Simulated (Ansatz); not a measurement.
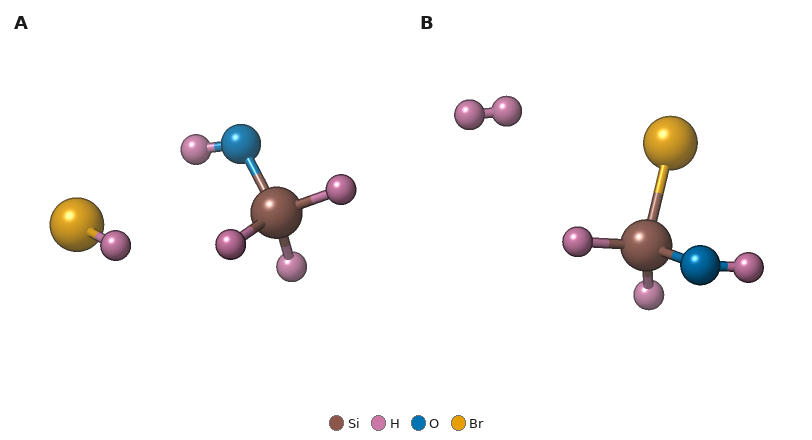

2 stationary structures of one formula. Geometries: PBE0-D4/def2-TZVP. Electronic energies: BHLYP-D4/def2-TZVPP (Ansatz 0.2.0), without zero-point energy. Each is one conformer, not always the lowest.

**Rank them by energy, lowest first.**

B is lowest (C1, a minimum); A lies 75.1 kJ/mol above it (C1, a minimum).
